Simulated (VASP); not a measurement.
Data:

```
CELL_PARAMETERS angstrom
      0.00000     2.33839     2.33839
      2.33839     0.00000     2.33839
      2.33839     2.33839     0.00000
ATOMIC_POSITIONS crystal
  Na 0.00000 0.00000 0.00000
  F  0.50000 0.50000 0.50000
```

Calculation: vdW-DF-cx, VASP's PBE PAW potentials (set 64) (plane waves; VASP). Numerical set-up: 520 eV cut-off, 11×11×11 Γ-centred mesh, tetrahedra with Blöchl corrections, potentials Na_pv F.

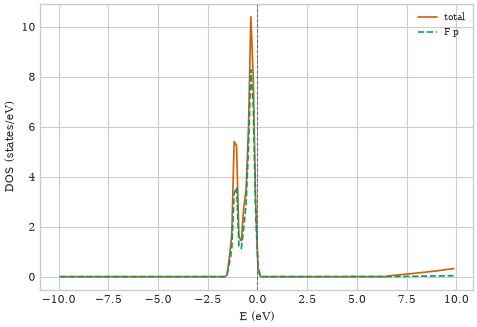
*Total and projected density of states, zero at the valence-band maximum*

Within 2 eV below the valence-band maximum the largest weight inside VASP's projection spheres is F p.

The gap is direct, 6.41 eV, from the valence maximum at Γ to the conduction minimum at Γ.

The compound is NaF in the rock salt structure. It was relaxed first.
